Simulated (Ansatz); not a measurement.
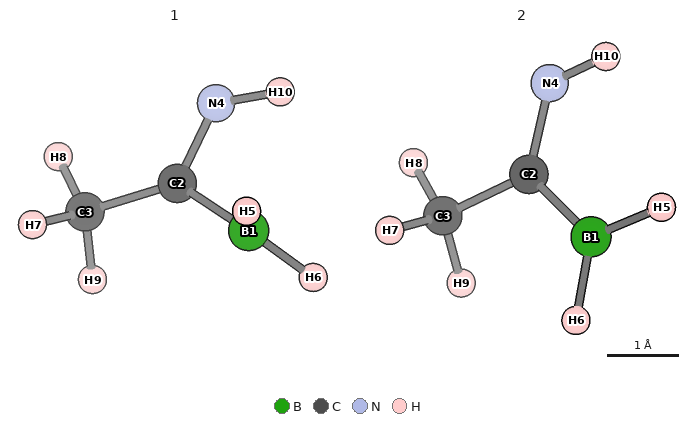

Two geometries of C$_{2}$H$_{6}$BN (coarse preliminary run), drawn at one scale. One is the start of a relaxation, the other its converged end. The picture is a ball-and-stick view, seen at a tilt.

Theory: Ansatz 0.2.0, RKS PBE-D4/def2-SVP. Settings: force threshold 0.03 eV/Å; at most 200 steps.

Q: Which of the two is the end point?

A: Structure 1 is the relaxed one. The start comes from a force field. After 18 accepted moves (22 points after the start) the energy has fallen by 12.0 kcal/mol. The largest force component goes from 3.5 to 0.028 eV/Å. The line search rejected the trial steps at points 2, 10, 19, 20 of the run. H6 moves most after the best rigid fit: 1.45 Å. Largest moves by element: H 1.45 Å, N 0.37 Å, C 0.17 Å, B 0.13 Å. Near-neighbour distances that change, for instance: C3–H8 1.165 → 1.108 Å, C3–H9 1.162 → 1.110 Å, C2–N4 1.343 → 1.296 Å, C3–H7 1.064 → 1.110 Å. Bond angles that change, for instance: B1–C2–N4 121.5° → 104.0°, B1–C2–C3 118.7° → 134.7°, H5–B1–H6 113.9° → 120.3°. Groups turn about B1–C2 by about 85°.
